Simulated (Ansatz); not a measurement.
# Calculations on CH6Al

**1. Relaxation**

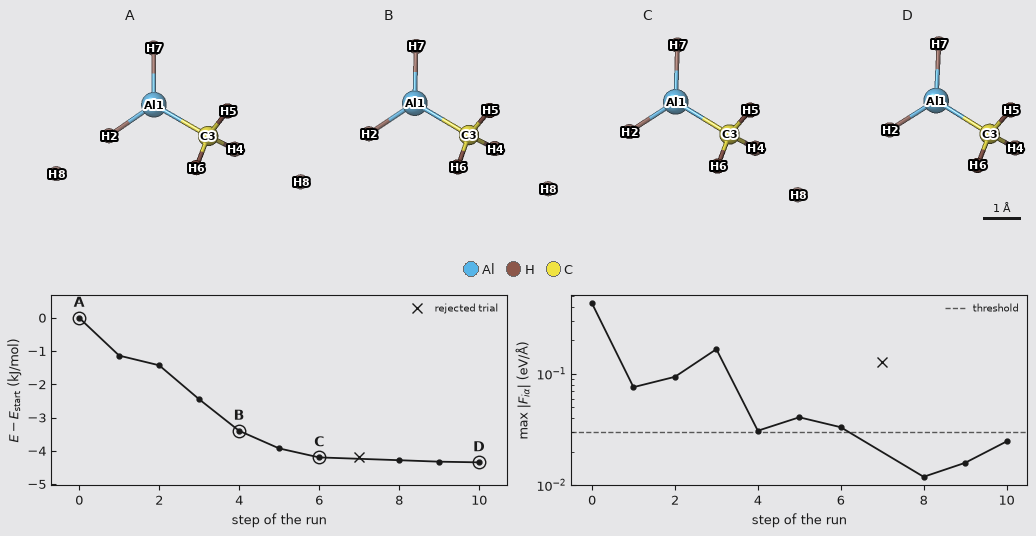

Frames of a relaxation of CH$_{6}$Al (multiplicity 2), marked on the history of the run. A ball-and-stick model, seen at a tilt.

The run prepares an end point of a later path (reaction) calculation, from a guessed geometry.

Theory: Ansatz, UKS PBE0/def2-SVP.

Input
```yaml
crystal:
  periodic: [false, false, false]
  atoms:
    - { symbol: Al, position_ang: [-0.002749, 0.004085, -0.073236] }
    - { symbol: H, position_ang: [-0.024528, -0.004513, 1.49768] }
    - { symbol: C, position_ang: [1.702602, 0.011218, -1.013753] }
    - { symbol: H, position_ang: [2.050994, -1.023299, -1.181849] }
    - { symbol: H, position_ang: [1.627661, 0.494822, -2.001865] }
    - { symbol: H, position_ang: [2.482289, 0.523592, -0.427741] }
    - { symbol: H, position_ang: [-1.394462, -0.005419, -0.851158] }
    - { symbol: H, position_ang: [-0.006108, -0.000586, 3.356121] }
magnetization:
  spin_polarized: true
  initial_magnetization: 1
basis:
  gaussian: { orbitals: def2-SVP }
hamiltonian:
  xc: pbe0
relax:
  f_tol: 0.03
  max_steps: 50
```

Command:
```bash
ansatz run input.yaml --threads 1 --pin off --max-ram 2048MiB --backend cpu --events-out ev --progress --plain --runs-dir out
```

Q: Describe the path.

A: The atom that moves furthest after the best rigid fit is H8 (1.21 Å). Largest moves by element: H 1.21 Å, Al 0.19 Å, C 0.15 Å. Some distances before and after: Al1–H2 1.571 → 1.594 Å, Al1–C3 1.948 → 1.956 Å. The energy falls by 4.34 kJ/mol in 9 accepted moves (10 points after the start). The largest force component goes from 0.43 to 0.025 eV/Å. The line search rejected the trial step at point 7 of the run. The run took 27 s on 1 thread of Arm Neoverse V1, on a shared host, peak memory 0.12 GiB. From step 0 to 4: H8 moves most (0.50 Å), energy −3.40 kJ/mol. From step 4 to 6: H8 moves most (0.39 Å), energy −0.80 kJ/mol. From step 6 to 10: H8 moves most (0.33 Å), energy −0.15 kJ/mol.

**2. Relaxation**

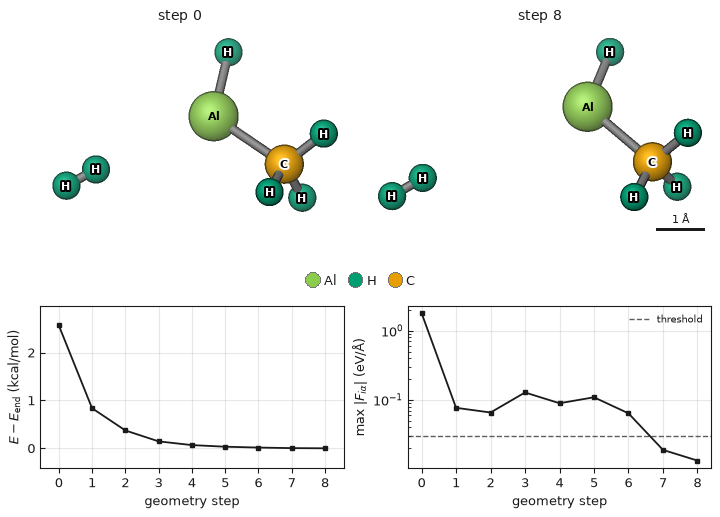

First and last geometry of a relaxation of CH6Al (multiplicity 2), with the history of the run. The picture is a ball-and-stick view, seen at a tilt.

The run prepares an end point of a later path (reaction) calculation, from a guessed geometry.

Theory: UKS PBE0/def2-SVP in Ansatz. Set-up: collinear spin; force threshold 0.03 eV/Å; at most 50 steps.

Q: Read the history and describe the run.

A: It converged. After 8 geometry steps the energy has fallen by 2.57 kcal/mol. Largest force component: 1.8 eV/Å at the start, 0.013 eV/Å at the end. The largest move after the best rigid fit is that of an H atom, 0.77 Å. By element the largest moves are H 0.77 Å, Al 0.36 Å, C 0.18 Å. Some distances before and after: H–H 0.724 → 0.762 Å, Al–H 1.619 → 1.612 Å. Bond angles that change, for instance: Al–C–H 112.4° → 109.5°, Al–C–H 111.7° → 114.5°. Groups turn about Al–C by about 25°.

```csv
step,"E − E(0), kcal/mol","largest force component, eV/Å"
0,0.00,1.8005
1,-1.73,0.0768
2,-2.20,0.0657
3,-2.42,0.1282
4,-2.50,0.0895
5,-2.54,0.1092
6,-2.55,0.0639
7,-2.57,0.0189
8,-2.57,0.0133
```

Limits of the set-up: the start holds two separate molecules, 2.8 Å apart at their closest, whose relative position is a soft coordinate and is computed without a dispersion correction.

**3. Path**

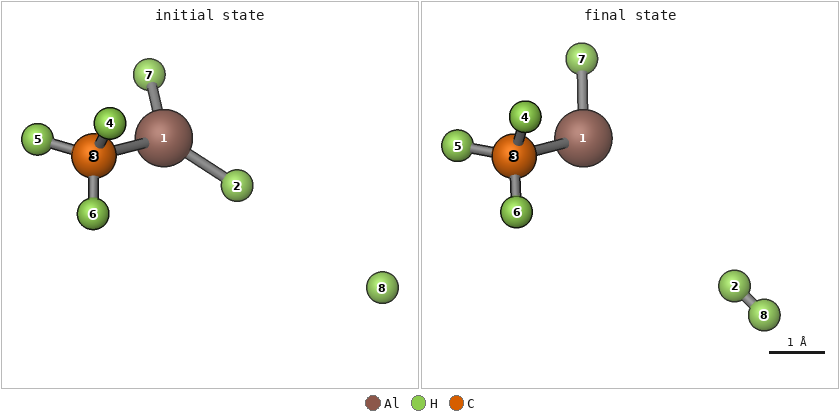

The two relaxed end points of a path for CH6Al (multiplicity 2), made up at the start of CH5Al and H. A ball-and-stick model, seen from a free direction.

These are results of Ansatz, UKS PBE0/def2-SVP, not measurements.

Set-up: 5 movable images; climbing image; force threshold 0.05 eV/Å; iteration limit 60.

Start:
```xyz
8

Al   -0.0079    0.0163   -0.2673
H    -0.1052   -0.0024    1.3237
C     1.7327    0.0211   -1.1602
H     2.0819   -1.0193   -1.2944
H     1.6995    0.4732   -2.1644
H     2.5082    0.5365   -0.5710
H    -1.3546   -0.0022   -1.1209
H    -0.1189   -0.0233    4.5587
```

End:
```xyz
8

Al   -0.1010    0.0770   -0.6193
H    -0.1670    0.1080    3.2282
C     1.7516    0.0231   -1.2869
H     1.9788   -0.9964   -1.6480
H     1.8507    0.6981   -2.1560
H     2.5130    0.3019   -0.5436
H    -1.2877   -0.2636   -1.6559
H    -0.1028    0.0518    3.9856
```

Question: What barrier does the band find between them, and by what path?

Answer: The energy climbs by 1.0 kcal/mol to image 2 and then falls by 19.9 kcal/mol, so the end point sits at −19.0 kcal/mol. A hydrogen atom shifts from one atom to another. Breaking: Al1–H2 (1.59 → 1.63 at the top → 3.85 Å). Forming: H2–H8 (3.24 → 1.61 at the top → 0.76 Å). The band converged in 7 iterations. The largest component of the band force went from 2.5 to 0.045 eV/Å. The climbing image converged on the top of the path. Its vibrational analysis gives one imaginary mode (373i cm⁻¹), as a transition state must have.

Energies of the converged images:

```
image  path (Å)  E (kcal/mol)
    0      0.00           0.0
    1      0.74           0.2
    2      1.48           1.0
    3      2.15         -14.1
    4      2.81         -18.0
    5      3.48         -18.9
    6      4.14         -19.0
```

The geometry at the top of the path:

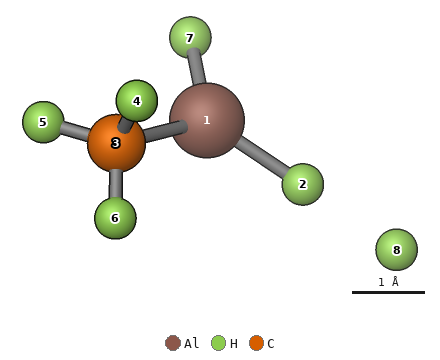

Limits of the set-up: the start holds two separate molecules, 3.2 Å apart at their closest, whose relative position is a soft coordinate and is computed without a dispersion correction.
